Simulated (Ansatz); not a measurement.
# A computed series for TaS2: pressure series

Base system: TaS₂ in the CdI2 type structure (space group P-3m1, No. 164; a = 3.3288 Å, c = 5.7855 Å; layered, stacked along the Cartesian z axis).

Cell and atoms are relaxed at each pressure.

Method: DFT with PBE-D3(BJ), PAW potentials and a 420 eV plane-wave cutoff in Ansatz (a program for electronic structure), scalar-relativistic without spin-orbit coupling.

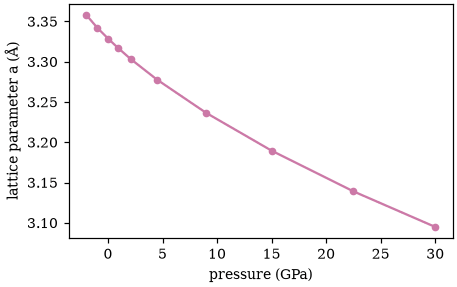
Fig. 1. Lattice parameter a against pressure

```json
[
 {"pressure (GPa)": "-2", "lattice parameter a": "3.358 Å"},
 {"pressure (GPa)": "-1", "lattice parameter a": "3.342 Å"},
 {"pressure (GPa)": "0.9", "lattice parameter a": "3.317 Å"},
 {"pressure (GPa)": "2.1", "lattice parameter a": "3.303 Å"},
 {"pressure (GPa)": "4.5", "lattice parameter a": "3.278 Å"},
 {"pressure (GPa)": "9", "lattice parameter a": "3.236 Å"},
 {"pressure (GPa)": "15", "lattice parameter a": "3.190 Å"},
 {"pressure (GPa)": "22.5", "lattice parameter a": "3.139 Å"},
 {"pressure (GPa)": "30", "lattice parameter a": "3.095 Å"}
]
```

Load acts through the strain it causes; cell and atoms are relaxed under it. Stability against distortions was not tested. Competing high-pressure phases were not computed. The final runs are not spin-polarised. An odd electron count without spin: TaS2.
